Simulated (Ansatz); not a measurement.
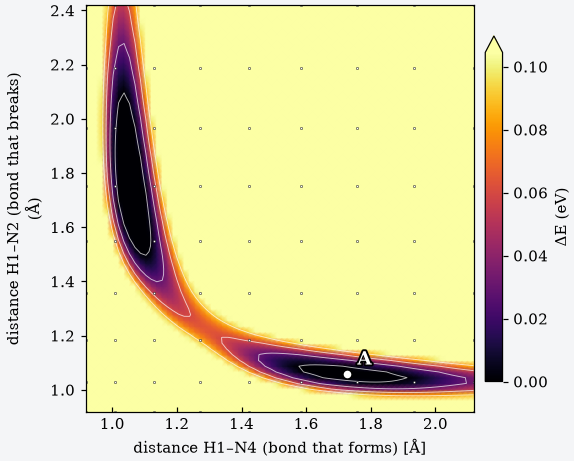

The reacting system H₇N₂Si (fragments H₅NSi + H₂N where the first distance is long, H₃N + H₄NSi where the second is long), spin multiplicity 2. First axis: distance H1–N4 (bond that forms). Second axis: distance H1–N2 (bond that breaks). Relaxed at each point: all other coordinates. Grid: 9 × 9 points. Points are written as (first, second). All energies are given in eV relative to the lowest grid point. Theory: UKS PBE-D4/def2-SVP in Ansatz 0.2.0.

The picture shows a smooth colour map with a few white contour lines, dots at the grid points, one colour for all values above the top of the scale, the well A. Between grid points the surface is interpolated.

Q: Where is the minimum, and how stiff is the well along each coordinate? Take the well at A.

A: The interpolated minimum is at the first coordinate ≈ 1.725 Å, the second coordinate ≈ 1.059 Å. The curvatures there are about 1.4 eV/Å² and 36 eV/Å², with a cross term of about 4.1 eV/Å². Round the minimum the valley is strongly tilted: raising the first coordinate shifts the best value of the second coordinate downwards (coupling k₁₂/√(k₁₁k₂₂) about 0.6).
